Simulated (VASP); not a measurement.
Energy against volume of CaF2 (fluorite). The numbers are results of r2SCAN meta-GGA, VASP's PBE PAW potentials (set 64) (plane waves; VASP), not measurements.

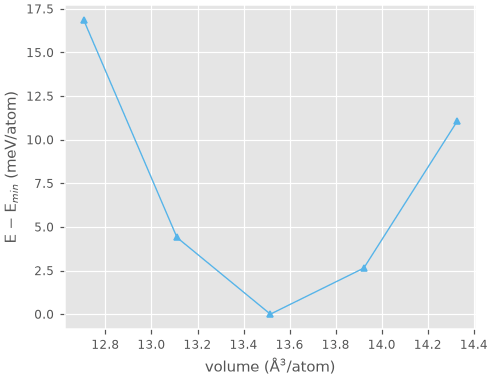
Energy against volume

Problem. Estimate the equilibrium volume and the bulk modulus.

Solution. The minimum lies near 13.6 Å³/atom, and the curvature gives B0 of about 90 GPa.

Measured: bulk modulus 83.0 GPa (computed value off by +8.1 %), as given by On the Morphology of Group II Metal Fluoride Nanocrystals at Finite Temperature and Partial Pressure of HF, PMC6154342; a 5.466 Å (computed value off by -0.1 %), as given by M. Råsander et al., The Journal of Chemical Physics (2015), arXiv:1505.02379. The calculation is for a static lattice, while the measured bulk modulus, a hold thermal and zero-point effects, which are part of the difference.

The compound is CaF2 in the fluorite structure. It was relaxed first.
